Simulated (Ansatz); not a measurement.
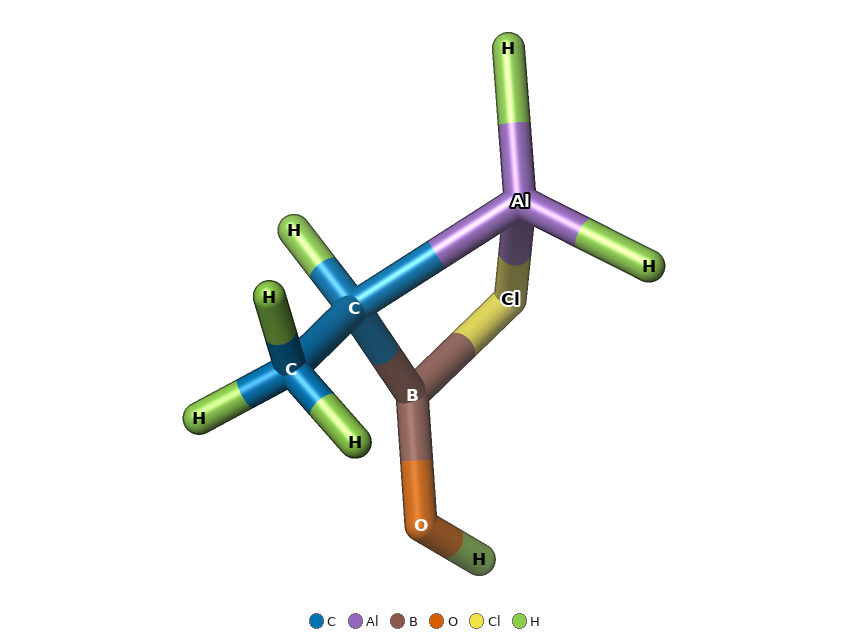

The computed structure is the end point of a PBE0-D4/def2-TZVP optimisation. No frequency run is at hand to confirm it as a minimum. Method: RKS r2SCAN-D4/def2-TZVPP (Ansatz 0.2.0).

What does the calculation give?

The species is C₂H₇AlBClO.
- dipole moment: 1.83 D
- HOMO energy (Kohn–Sham orbital): −6.41 eV
- LUMO energy (Kohn–Sham orbital): −1.12 eV
- HOMO–LUMO gap: 5.29 eV
- dispersion correction: −7.9 kJ/mol
